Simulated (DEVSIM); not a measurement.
Structure: Mo/AlN/n-In0.53Ga0.47As capacitor, at 250 K.

```tsv
layer (left to right)	material	thickness (nm)	Nd (cm⁻³)
1	AlN	12.0	-
2	In0.53Ga0.47As	4100	1.9e16
```

Metal gate on the left, work function 4.6 eV. Fixed charge at the semiconductor interface 4.4e11 cm⁻² (in units of +e); no interface traps.

Constants are typed, rounded textbook-type inputs, not results; the design itself was drawn at random and stands for no fabricated device. Values at 300 K; Nc and Nv go as T^1.5, mobilities as T to minus their exponent, the gap by Varshni's rule with the affinity fixed.

```tsv
parameter	AlN	In0.53Ga0.47As
gap (eV)	6.1	0.74
affinity (eV)	1.9	4.51
permittivity	8.5	13.9
Nc (cm⁻³)	-	2.1e17
Nv (cm⁻³)	-	7.7e18
Varshni α (eV/K)	-	0.00035
Varshni β (K)	-	190
```

DEVSIM, 1D Poisson equation in equilibrium, Boltzmann statistics, complete ionisation; no quantum confinement or tunnelling. Metal contacts follow the ideal Schottky-Mott rule: no Fermi-level pinning, no interface dipoles.

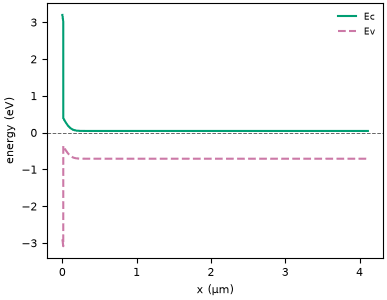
Band edges at -0.5 V on the gate

Energies count from the Fermi level of the right contact; mesh points crowd at the junctions.

```csv
x (μm),Ec (eV),Ev (eV),n (cm⁻³),p (cm⁻³),field (V/cm)
0.000,3.200,-2.900,< 1e2,< 1e2,-160000
0.001413,3.177,-2.923,< 1e2,< 1e2,-160000
0.004051,3.135,-2.965,< 1e2,< 1e2,-160000
0.008220,3.069,-3.031,< 1e2,< 1e2,-160000
0.01126,3.020,-3.080,< 1e2,< 1e2,-160000
0.01241,0.397,-0.358,1.6e9,3.6e11,-40000
0.01439,0.389,-0.366,2.3e9,2.5e11,-40000
0.02170,0.360,-0.394,8.8e9,6.6e10,-38000
0.03618,0.308,-0.447,1.0e11,5.7e9,-34000
0.06798,0.211,-0.544,9.1e12,6.3e7,-27000
0.1441,0.078,-0.676,4.3e15,140000,-8800
0.4050,0.046,-0.709,1.9e16,30000,≈ 0
0.9303,0.046,-0.709,1.9e16,30000,≈ 0
2.062,0.046,-0.709,1.9e16,30000,≈ 0
3.443,0.046,-0.709,1.9e16,30000,≈ 0
3.826,0.046,-0.709,1.9e16,30000,≈ 0
3.986,0.046,-0.709,1.9e16,30000,≈ 0
4.059,0.046,-0.709,1.9e16,30000,≈ 0
4.095,0.046,-0.709,1.9e16,30000,≈ 0
4.105,0.046,-0.709,1.9e16,30000,≈ 0
4.110,0.046,-0.709,1.9e16,30000,≈ 0
4.112,0.046,-0.709,1.9e16,30000,≈ 0
```
